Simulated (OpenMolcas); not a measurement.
# One shape, several levels: CH4AlNO (SMILES C1[NH][AlH][O]1)

Wanted: a comparison of 6 runs (HF/3-21G, B2PLYP/def2-SVPD, BLYP/def2-SVPD, PBE/def2-SVPD, revPBE/def2-SVPD, CCSD(T)/def2-SVPD) of CH4AlNO. 

The results are computed with OpenMolcas 26.06.

## 1. The system as given

CH4AlNO has 8 atoms, charge 0, and is taken as a singlet. As SMILES, `C1[NH][AlH][O]1`. The shape is that of a PBE0-D4/def2-TZVP optimisation.

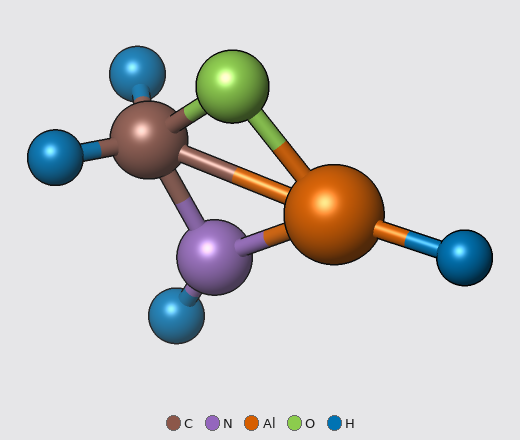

Viewed from a chosen angle; carbon brown, nitrogen purple, aluminium orange, oxygen green, hydrogen blue.

## 2. Energy and forces at HF/3-21G (run 1)

input.xyz reads:

```xyz
8

C     -0.254000     0.762000    -0.440000
N      0.576900     0.253100     0.654700
Al     0.036100    -1.359500     0.209100
O     -0.820500    -0.429100    -0.975000
H      0.332400     1.276900    -1.213500
H     -1.052500     1.431000    -0.090700
H      1.107700     0.887000     1.221500
H      0.166000    -2.878600     0.578000
```

job.inp reads:

```
* CH4AlNO Hartree-Fock

&gateway
 baslib=$CurrDir
 coord=input.xyz
 basis=3-21G
 group=NoSym

&seward

&scf
 thresholds=1e-10 1e-07 1e-07 1e-05
 prorbitals=1 1

&alaska
```

The basis set 3-21G is read from a file made from the Basis Set Exchange's data (not shown).

Command:

```bash
export MOLCAS_MEM=1860
pymolcas job.inp > job.log
```

The program printed:

```text
--- Start Module: gateway ---
[...]
--- Stop Module: gateway /rc=_RC_ALL_IS_WELL_ ---
[...]
      Basis functions           48
[...]
--- Start Module: scf ---
[...]
       Convergence after  13 Iterations
[...]
::    Total SCF energy                               -409.1894319424
[...]
      Total spin, S                                     0.0000000000
[...]
      Total electronic charge=   38.000000
      Total            charge=   -0.000000
[...]
      Dipole Moment (debye):
      Origin of the operator (angstrom)=   -0.0899   -0.4127   -0.0762
                   X=  1.5528E+00               Y= -5.8831E-02               Z=  1.9209E+00           Total=  2.4708E+00
      Quadrupole Moment (debye*angstrom):
[...]
 *              Molecular gradients               *
 **************************************************
  Irreducible representation: a
 ------------------------------------------------------------------------------------------
                              X                       Y                       Z
 ------------------------------------------------------------------------------------------
  C1                7.49651788441941E-03   -5.40494583382007E-02    1.66702828402280E-02
  N2               -1.04123318929696E-02   -2.21594534915059E-03   -1.24977440253788E-02
  AL3              -4.80909383495787E-03    2.41580009439648E-02   -9.26166780820203E-03
  O4                7.63013582901628E-03    1.61955266908603E-02    7.20863147105355E-03
  H5                5.30072935271519E-03    2.57912196766030E-03   -8.04482221354474E-03
  H6               -8.50693706501371E-03    4.08441890099320E-03    3.14405990565958E-03
  H7                3.53256670658553E-03    7.01756501562389E-03    3.37123634563818E-03
  H8               -2.31586979779430E-04    2.23077016832063E-03   -5.89976515465884E-04
[...]
```

Run time: 1.6 s. Hardware: 1 thread of Intel Xeon 6975P-C (Granite Rapids), shared host; peak memory 0.38 GiB.

## 3. A single-point energy at B2PLYP/def2-SVPD (run 2)

mol.inp reads:

```
* CH4AlNO Kohn-Sham DFT
>>> EXPORT MOLCAS_PRINT=2

&GATEWAY
  BasLib
  $CurrDir
  Coord
  8
  angstrom
  C       -0.254000       0.762000      -0.440000
  N        0.576900       0.253100       0.654700
  Al       0.036100      -1.359500       0.209100
  O       -0.820500      -0.429100      -0.975000
  H        0.332400       1.276900      -1.213500
  H       -1.052500       1.431000      -0.090700
  H        1.107700       0.887000       1.221500
  H        0.166000      -2.878600       0.578000
  Basis
  def2-SVPD
  Group
  NoSym

&SEWARD
  GridInput
  Grid=UltraFine
  End of Grid

&SCF
  KSDFT
  B2PLYP_SCF
  Thresholds
  1e-10 1e-07 1e-07 1e-05
  PrOrbitals
  1 1

&MBPT2
  Frozen
  8
```

The basis set def2-SVPD is read from a file made from the Basis Set Exchange's data (not shown).

Command:

```bash
export MOLCAS_MEM=1860
pymolcas mol.inp > mol.log
```

The program printed:

```text
--- Start Module: gateway ---
[...]
--- Stop Module: gateway /rc=_RC_ALL_IS_WELL_ ---
[...]
      Basis functions          119
[...]
--- Start Module: scf ---
[...]
       Convergence after  14 Iterations
[...]
::    Total KS-DFT energy                            -412.2919811161
[...]
      Total spin, S                                     0.0000000000
[...]
      Total electronic charge=   38.000000
      Total            charge=   -0.000000
[...]
      Dipole Moment (debye):
      Origin of the operator (angstrom)=   -0.0899   -0.4127   -0.0762
                   X=  1.3081E+00               Y= -1.2486E-01               Z=  1.6288E+00           Total=  2.0928E+00
      Quadrupole Moment (debye*angstrom):
[...]
--- Stop Module: scf /rc=_RC_ALL_IS_WELL_ ---
[...]
--- Start Module: mbpt2 ---
[...]
 ###    WARNING: MP2 implementation intended for RHF references only         ###
 ###############################################################################
MBPT2 WARNING: Reference function according to RunFile:KS-DFT
I'll assume you know what you're doing and continue
WARNING!
Default frozen orbitals as non valence orbitals is overwritten by user input.
Default values:   5
[...]
       Reference weight ( Cref**2 )         =        0.77303
::    Total MBPT2 energy                             -413.0011464616
[...]
      Total MBPT2 calculations                           0.58      0.70
--- Stop Module: mbpt2 /rc=_RC_ALL_IS_WELL_ ---
[...]
```

Run time: 39 s. Hardware: 1 thread of Intel Xeon 6975P-C (Granite Rapids), shared host; peak memory 0.75 GiB.

Runs 3 to 5 aren't shown in full; the table further down has their settings and results.

## 4. The energy at CCSD(T)/def2-SVPD (Cholesky decomposition) (run 6)

geom.xyz reads:

```xyz
8

C     -0.254000     0.762000    -0.440000
N      0.576900     0.253100     0.654700
Al     0.036100    -1.359500     0.209100
O     -0.820500    -0.429100    -0.975000
H      0.332400     1.276900    -1.213500
H     -1.052500     1.431000    -0.090700
H      1.107700     0.887000     1.221500
H      0.166000    -2.878600     0.578000
```

run.input reads:

```
&GATEWAY
BasLib
$CurrDir
Coord
geom.xyz
Basis
def2-SVPD
Group
NoSym
&SEWARD
High
&SCF
Thresholds
1e-10 1e-07 1e-07 1e-05
PrOrbitals
1 1
&CHCC
Frozen
8
Threshold
1e-08
MaxIterations
80
&CHT3
Frozen
8
```

The basis set def2-SVPD is read from a file made from the Basis Set Exchange's data (not shown).

Command:

```bash
export MOLCAS_MEM=1860
pymolcas run.input > run.log
```

The program printed:

```text
--- Start Module: gateway ---
[...]
--- Stop Module: gateway /rc=_RC_ALL_IS_WELL_ ---
[...]
      Basis functions          119
[...]
       Convergence after  13 Iterations
[...]
::    Total SCF energy                               -411.2654599564
[...]
      Total spin, S                                     0.0000000000
[...]
      Total electronic charge=   38.000000
      Total            charge=   -0.000000
[...]
      Dipole Moment (debye):
      Origin of the operator (angstrom)=   -0.0899   -0.4127   -0.0762
                   X=  1.3531E+00               Y= -2.4539E-01               Z=  1.7008E+00           Total=  2.1872E+00
      Quadrupole Moment (debye*angstrom):
[...]
--- Start Module: chcc ---
[...]
--- Stop Module: chcc /rc=_RC_ALL_IS_WELL_ ---
[...]
--- Start Module: cht3 ---
[...]
--- Stop Module: cht3 /rc=_RC_ALL_IS_WELL_ ---
[...]
```

Run time: 8 min. Hardware: 1 thread of Intel Xeon 6975P-C (Granite Rapids), shared host; peak memory 0.26 GiB.

## 5. Overview of the runs

| run | level | task | frozen core orbitals | energy (Eh) | dipole moment (D) of the reference | HOMO energy (eV) | LUMO energy (eV) | wall time |
| --- | --- | --- | --- | --- | --- | --- | --- | --- |
| 1 | HF/3-21G | gradient | – | -409.189432 | 2.47 | -9.85 | 2.53 | 1.6 s |
| 2 | B2PLYP/def2-SVPD | energy | 8 | -412.483456 | 2.09 | -8.10 | 0.52 | 39 s |
| 3 | BLYP/def2-SVPD | gradient | – | -412.711110 | 1.92 | -5.51 | -1.09 | 50 s |
| 4 | PBE/def2-SVPD | gradient | – | -412.425140 | 1.91 | -5.62 | -1.18 | 51 s |
| 5 | revPBE/def2-SVPD | gradient | – | -412.652673 | 1.90 | -5.56 | -1.09 | 51 s |
| 6 | CCSD(T)/def2-SVPD (Cholesky decomposition) | energy | 8 | -411.889194 | 2.19 | -10.15 | 1.56 | 8 min |

## 6. Summary of results

| quantity | value |
| --- | --- |
| run 6: total energy | -411.88919 Eh |
| run 6: dipole moment (mean-field density) | 2.19 D |
| run 6: HOMO energy (Hartree–Fock orbitals) | -10.15 eV |
| run 6: LUMO energy (Hartree–Fock orbitals) | 1.56 eV |
| run 6: HOMO–LUMO gap (Hartree–Fock orbitals) | 11.71 eV |
| run 6: correlation energy (8 core orbitals frozen) | -623.7 mEh |
| run 6: (T) correction | -20.19 mEh |

What this shows: Over runs 1, 2, 3, 4, 5 the dipole moment (its size) runs from 1.90 D (revPBE/def2-SVPD) to 2.47 D (HF/3-21G). The two ends differ in method and basis. Over runs 1, 2, 3, 4, 5 the HOMO–LUMO gap runs from 4.41 eV (BLYP/def2-SVPD) to 12.38 eV (HF/3-21G). For B2PLYP the log adds the whole second-order term; the table takes 0.27 of it, as the functional is defined. Totals of different functionals can't be ranked against each other. All runs together took 11 min, the longest 8 min.
